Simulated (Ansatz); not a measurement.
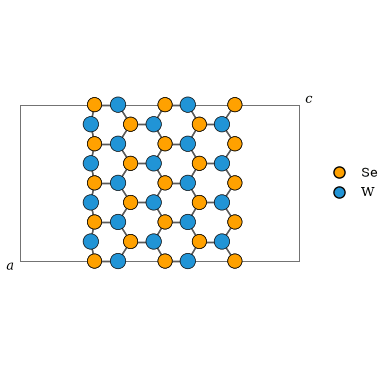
4 relaxed periods of a body that repeats along c, seen along b; the cell edge a is 23.5 Å long

All values below come from PBE (plane waves to 420 eV, PAW; Ansatz, a quantum-chemistry and plane-wave program). Mesh 1×1×20. Collinear spin, started with opposed moments, and moments remain. Isolated but for its images some 11 Å away. A model structure. It keeps the symmetry and period of its start, so it need not be a minimum against all distortions. Values not marked SOC lack spin–orbit coupling. Fermi–Dirac width 0.05 eV. The two edges differ, and the field of the images 11 Å away isn't corrected.

Q: What is drawn, and how wide is it?

A: Zigzag WSe2 nanoribbon, N = 5, bare edges. A hypothetical model, cut from the flat sheet.
It measures about 12 Å across, from nucleus to nucleus.
